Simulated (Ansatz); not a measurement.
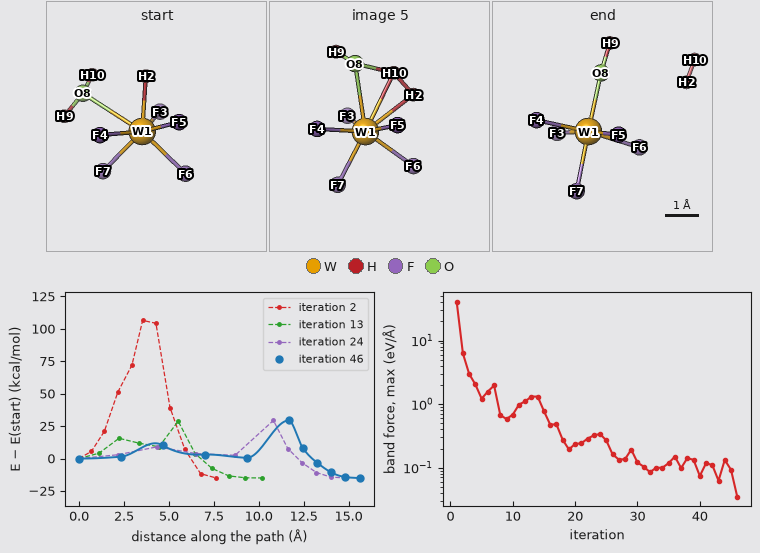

NEB run on WH$_{3}$OF$_{5}$. Images are numbered from 0 (start) to 10 (end). The plot follows the band through its iterations. A ball-and-stick model, seen from a free direction.

All numbers below come from RKS B3LYP/def2-SVP in Ansatz. Set-up: 9 movable images; climbing image; force threshold 0.05 eV/Å; iteration limit 60; starting path through a guess of the saddle point.

Q: Did the band converge, and can the barrier be trusted?

A: The run is converged, with reservations. The band converged in 46 iterations. The largest component of the band force went from 41 to 0.035 eV/Å. The climbing image converged on the top of the path. Its vibrational analysis gives one imaginary mode (1118i cm⁻¹), as a transition state must have. The first iteration put the highest image at 219.8 kcal/mol. The highest point, image 5, lies 29.4 kcal/mol above the start and 44.4 kcal/mol above the end; the end is at −15.0 kcal/mol relative to the start. The profile has 2 maxima (images 2, 5) with a dip at image 4 (+0.6 kcal/mol), so the process runs in steps.

Cost: 17 min on 4 threads of Arm Neoverse V2, with other jobs on the host, peak memory 0.36 GiB.
